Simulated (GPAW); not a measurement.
# Dielectric function and optical constants of TiSi2 (Zhiqinite)

Aim: the dielectric function of TiSi2 (Zhiqinite), and the optical constants that follow from it. The cell comes from an older database entry, whose edges can differ from later determinations, mostly by under a per cent.

Main program and level: GPAW 26.7.0; DFT, PBE, plane-wave PAW (GPAW data sets), scalar-relativistic, RPA, optical limit.

The database entry behind the starting cell is an old determination (1939), so it need not match the best structure at ambient conditions.

### Step 1. The structure

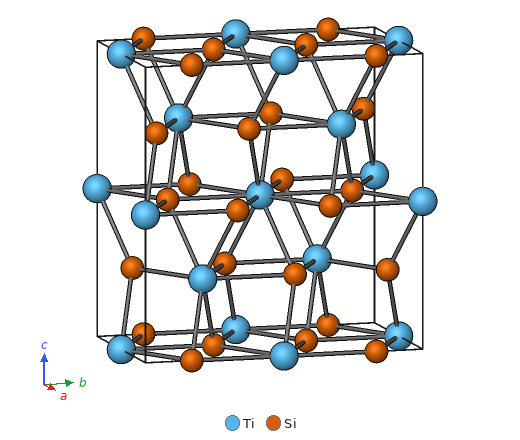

The cell as given, slightly off an axis (titanium blue, silicon orange). This picture shows the conventional cell, with its axes. Some periodic images of atoms are drawn too.

### Step 2. Ground state

The self-consistent density comes first; it also tells whether there is a gap, which decides the occupations and the need for a Drude term.

This step: DFT, PBE, plane-wave PAW (GPAW data sets), scalar-relativistic, ground state (GPAW 26.7.0).

File gs.py:

```python
from ase import Atoms
from ase.dft.bandgap import bandgap
from gpaw import GPAW, PW, FermiDirac

atoms = Atoms(['Ti', 'Ti', 'Si', 'Si', 'Si', 'Si'],
              cell=[[0.00000000, 4.11800000, 4.26150000],
                    [2.38650000, 0.00000000, 4.26150000],
                    [2.38650000, 4.11800000, 0.00000000]],
              scaled_positions=[[0.50000000, 0.50000000, 0.50000000],
                                [0.75000000, 0.75000000, 0.75000000],
                                [0.83300000, 0.16700000, 0.83300000],
                                [0.16700000, 0.83300000, 0.16700000],
                                [0.41700000, 0.08300000, 0.41700000],
                                [0.08300000, 0.41700000, 0.08300000]],
              pbc=[True, True, True])
atoms.calc = GPAW(mode=PW(450), xc='PBE', kpts={'size': (6, 6, 6), 'gamma': True},
                  occupations=FermiDirac(0.05), maxiter=150, txt='gs.txt')
print('energy (eV)', atoms.get_potential_energy())
print('Fermi level (eV)', atoms.calc.get_fermi_level())
print('valence electrons', atoms.calc.get_number_of_electrons())
print('gap (eV)', bandgap(atoms.calc, output=None)[0])
print('direct gap (eV)', bandgap(atoms.calc, direct=True, output=None)[0])
atoms.calc.write('gs.gpw')
```

Run with:

```bash
$ OMP_NUM_THREADS=1 python gs.py
```

Numbers of over 12 decimals in the logs are rounded to 6 here.

Log:

```text
__  _  _
 | _ |_)|_||  |
 |__||  | ||/\| - 26.7.0

Versions:
  Python: 3.12.14
  ASE:    3.29.0
  Numpy:  2.5.5
  Scipy:  1.18.1
  Libxc:  7.0.0

Input parameters:
  mode=PW(ecut=450.000000),
  kpts=MonkhorstPack(size=(6, 6, 6), gamma=True),
  maxiter=150,
  occupations=Occupations(name='fermi-dirac', width=0.05, fixmagmom=False),
  xc=XC(name='PBE')

Diagonalizing LCAO Hamiltonian
Converting LCAO to pw mode

                Ti

              Si

            Ti
           Si

         Si
       Si

Atoms  # Å, Bohr magnetons
|   | symbol |        x |        y |        z |    initial magnetic moments |
| 0 |     Ti | 2.386500 | 4.118000 | 4.261500 | ( 0.0000,  0.0000,  0.0000) |
| 1 |     Ti | 3.579750 | 6.177000 | 6.392250 | ( 0.0000,  0.0000,  0.0000) |
| 2 |     Si | 2.386500 | 6.860588 | 4.261500 | ( 0.0000,  0.0000,  0.0000) |
| 3 |     Si | 2.386500 | 1.375412 | 4.261500 | ( 0.0000,  0.0000,  0.0000) |
| 4 |     Si | 1.193250 | 3.434412 | 2.130750 | ( 0.0000,  0.0000,  0.0000) |
| 5 |     Si | 1.193250 | 0.683588 | 2.130750 | ( 0.0000,  0.0000,  0.0000) |

Unit cell  # Å
| periodic |        x |        y |        z |  lengths |    angles |
|      yes | 0.000000 | 4.118000 | 4.261500 | 5.926070 | 75.818355 |
|      yes | 2.386500 | 0.000000 | 4.261500 | 4.884236 | 53.042013 |
|      yes | 2.386500 | 4.118000 | 0.000000 | 4.759549 | 51.139632 |

Number of symmetries: 4
Symmetry operations  # r_c * U_cc + t_c -> r_c
|   | kind |            matrix            |
| 0 |  E   |  1, 0, 0,  0, 1, 0,  0, 0, 1 |
| 1 |  C2  |  0, 1,-1,  1, 0,-1,  0, 0,-1 |
| 2 |  C2  |  0,-1, 1,  0,-1, 0,  1,-1, 0 |
| 3 |  C2  | -1, 0, 0, -1, 0, 1, -1, 1, 0 |

BZ-sampling:
  Number of BZ points: 216
  Number of IBZ points: 46

  Monkhorst-Pack size: [6, 6, 6]
  Monkhorst-Pack shift: [0.083333, 0.083333, 0.083333]

K-points  # in reciprocal-cell coordinates
|     |                                coordinates |     weight |
|   0 | (  0.00000000,   0.00000000,   0.00000000) | 0.00462963 |
|   1 | (  0.00000000,   0.16666667,   0.16666667) | 0.00925926 |
|   2 | (  0.00000000,   0.33333333,   0.33333333) | 0.00925926 |
|   3 | (  0.00000000,   0.50000000,   0.50000000) | 0.00462963 |
|   4 | (  0.16666667,  -0.33333333,   0.50000000) | 0.00925926 |
|   5 | (  0.16666667,   0.00000000,   0.16666667) | 0.00925926 |
|   6 | (  0.16666667,   0.16666667,   0.00000000) | 0.00925926 |
|   7 | (  0.16666667,   0.16666667,   0.16666667) | 0.03703704 |
|   8 | (  0.16666667,   0.16666667,   0.33333333) | 0.01851852 |
|   9 | (  0.16666667,   0.33333333,   0.16666667) | 0.01851852 |
| ... |                                            |            |
|  45 | (  0.50000000,   0.50000000,   0.50000000) | 0.01851852 |

Plane wave coefficients: 1831
Cutoff: 450.000000 eV

Spin-components: 1 (collinear spins)
Bands:           28
Projectors:      32
Spin-degeneracy: 2
Datatype:        complex128

Parallelization:
  kpt:    1
  domain: 1
  band:   1

Density:
  Valence electrons: 40.0
  Components: 1
  Grid points: [30 30 30]
  Charge: 0.0  # |e|

Potential:
  Grid points: [30 30 30]

species:
  Ti:
    name:    Titanium
    id:
    Z:       22.0
    valence: 12
    core:    10
    charge:  0.0  # [|e|]
    compensation charges:
      type: gauss
      rc: 0.38  # [Å]
      lmax: 2
    cutoffs:
      filter: 2.23  # [Å]
      core: 1.02  # [Å]
    projectors
    | kind |    occ | energy [eV] | rcut [Å] |
    |   3s |  2.000 |     -62.623 |    1.270 |
    |   4s |  2.000 |      -4.466 |    1.270 |
    |   3p |  6.000 |     -38.862 |    1.058 |
    |   4p |  0.000 |      -1.466 |    1.058 |
    |   3d |  2.000 |      -4.258 |    1.058 |
    |    d |        |      22.953 |    1.058 |

    Using partial waves for Ti as LCAO basis

  Si:
    name:    Silicon
    id:
    Z:       14.0
    valence: 4
    core:    10
    charge:  0.0  # [|e|]
    compensation charges:
      type: gauss
      rc: 0.33  # [Å]
      lmax: 2
    cutoffs:
      filter: 1.86  # [Å]
      core: 2.06  # [Å]
    projectors
    | kind |    occ | energy [eV] | rcut [Å] |
    |   3s |  2.000 |     -10.812 |    1.058 |
    |   3p |  2.000 |      -4.081 |    1.058 |
    |    s |        |      16.399 |    1.058 |
    |    p |        |      23.130 |    1.058 |
    |    d |        |       0.000 |    1.058 |

    Using partial waves for Si as LCAO basis

Reference energy: -77993.405564  # eV

eigensolver:
  PPCG
  Converge bands: occupied
  niter=2

density mixing:
  MSR1-Mixer
  Pratt-step length: 0.05
  Maximum mixing coefficient: 0.75
  Old densities: 10
  SVD Regularization: 0.005
  Good broyden scale: 1.0
  Trust region scale: 1.0
  Backstep threshold: 4.0
  History deletion threshold: 6.0
  Fourier metric: weight=20.0, sigma=0.015

occupation numbers:
  Fermi-Dirac:
    width: 0.0500  # eV

poisson solver:
  ecut: 3600.000000  # eV

xc functional:
  name: PBE with 2 nearest neighbor stencil

convergence criteria:
- Maximum [total energy] change in last 3 cyles: 0.0005 eV / valence electron
- Maximum integral of absolute [dens]ity change: 0.0001 electrons / valence electron
- Maximum integral of absolute [eigenst]ate change: 4e-08 eV^2 / valence electron
maximum number of iterations: 150

SCF iterations
|iter     |      energy | eigst |  dens |
|iter:   1||  -38.404423 | +0.39 |       |
|iter:   2||  -38.413827 | -1.67 | -1.20 |
|iter:   3||  -39.798087 | -0.23 | -1.23 |
|iter:   4||  -38.257549 | -0.16 | -1.09 |
|iter:   5||  -38.183078 | -1.50 | -1.50 |
|iter:   6||  -38.194942 | -2.22 | -2.13 |
|iter:   7||  -38.185367c| -2.78 | -2.14 |
|iter:   8||  -38.184084c| -3.20 | -2.57 |
|iter:   9||  -38.184111c| -4.63 | -3.31 |
|iter:  10||  -38.184100c| -5.64 | -3.67 |
|iter:  11||  -38.184099c| -6.69 | -4.38c|
|iter:  12||  -38.184099c| -7.67c| -4.92c|

Converged in 12 steps
SCF loop duration: 83.061 s (6.922 s/step)
Energy contributions relative to reference atoms: (reference = -77993.405564)

Energy contributions:
  Kinetic:          42.454751
  Coulomb:         -33.954998
  Zero:             -0.154133
  External:          0.000000
  Xc:              -46.522473
  Entropy:          -0.014493
  Spinorbit:         0.000000
  ----------------------------
  Free energy:     -38.191346
  Extrapolated:    -38.184099

dipole moment: (-5.085643, -8.775478, -9.081277)  # |e|*Ang

Fermi level: 9.861
Eigenvalues  # (at kpt = [0.000, 0.000, 0.000])
| band index |      eig [eV] | occ [0-2] |
|          0 |       -46.448 |     2.000 |
|        ... |               |           |
|         13 |         5.934 |     2.000 |
|         14 |         5.997 |     2.000 |
|         15 |         7.150 |     2.000 |
|         16 |         7.538 |     2.000 |
|         17 |         7.833 |     2.000 |
|         18 |         8.064 |     2.000 |
|         19 |         8.282 |     2.000 |
|         20 |         8.859 |     2.000 |
|         21 |        11.820 |     0.000 |
|         22 |        12.996 |     0.000 |
|         23 |        13.091 |     0.000 |
|         24 |        13.176 |     0.000 |
|         25 |        13.221 |     0.000 |
|         26 |        13.478 |     0.000 |
|         27 |        13.522 |     0.000 |

No gap
No difference between direct/indirect transitions

--- standard output ---
energy (eV) -38.184099
Fermi level (eV) 9.860552
valence electrons 40.0
gap (eV) 0.0
direct gap (eV) 0.0
```

It took 88 s on 1 thread of Arm Neoverse V2, shared host; peak memory 0.23 GiB.

This step gave:

```
energy       : -38.18 eV
Fermi energy : 9.861 eV
electrons    : 40
```

There are states at the Fermi level within the smearing, so the occupations stay smeared and the carriers get a Drude term.

### Step 3. Bands for the response

The response needs many more empty bands than the density does.

This step: DFT, PBE, plane-wave PAW (GPAW data sets), scalar-relativistic, bands at fixed density (GPAW 26.7.0).

File nscf.py:

```python
from ase.dft.bandgap import bandgap
from gpaw import GPAW, FermiDirac

calc = GPAW('gs.gpw').fixed_density(kpts={'size': (10, 10, 10), 'gamma': True}, nbands=60, convergence={'bands': 54},
                                    occupations=FermiDirac(0.05), txt='nscf.txt')
print('gap (eV)', bandgap(calc, output=None)[0])
print('direct gap (eV)', bandgap(calc, direct=True, output=None)[0])
calc.write('full.gpw', mode='all')
```

Run with:

```bash
$ OMP_NUM_THREADS=1 python nscf.py
```

Log:

```text
Diagonalizing LCAO Hamiltonian
Converting LCAO to pw mode
convergence criteria:
- Maximum integral of absolute [eigenst]ate change: 4e-08 eV^2 / valence electron
maximum number of iterations: 150

SCF iterations
|iter     |      energy | eigst |  dens |
|iter:   1||             | +2.64 |       |
|iter:   2||             | +1.69 |       |
|iter:   3||             | +0.53 |       |
|iter:   4||             | -0.47 |       |
|iter:   5||             | -1.39 |       |
|iter:   6||             | -2.36 |       |
|iter:   7||             | -3.30 |       |
|iter:   8||             | -4.30 |       |
|iter:   9||             | -5.24 |       |
|iter:  10||             | -6.24 |       |
|iter:  11||             | -7.07 |       |
|iter:  12||             | -7.64c|       |
SCF steps: 12
  __  _  _
 | _ |_)|_||  |
 |__||  | ||/\| - 26.7.0

Versions:
  Python: 3.12.14
  ASE:    3.29.0
  Numpy:  2.5.5
  Scipy:  1.18.1
  Libxc:  7.0.0

Input parameters:
  mode=PW(ecut=450.000000),
  convergence={'bands': 54},
  gpts=array([30, 30, 30]),
  kpts=MonkhorstPack(size=(10, 10, 10), gamma=True),
  maxiter=150,
  nbands=60,
  occupations=Occupations(name='fermi-dirac', width=0.05, fixmagmom=False),
  parallel={},
  xc=XC(name='PBE')

--- standard output ---
gap (eV) 0.0
direct gap (eV) 0.0
```

It took 11 min on 1 thread; peak memory 0.58 GiB.

[end of part 1 of 2]

[Machine, clock and banner lines and Python warnings are left out of the logs.]

[Logs are printed without paths, hosts, clocks, repeated set-up lines and the standing remarks that a program may print on its own settings, such as how far it seeks lower states.]

[Hosts, paths, dates, database ids (printed as entryN), source tags and the programs' standing remarks are cut or masked in the printed files.]
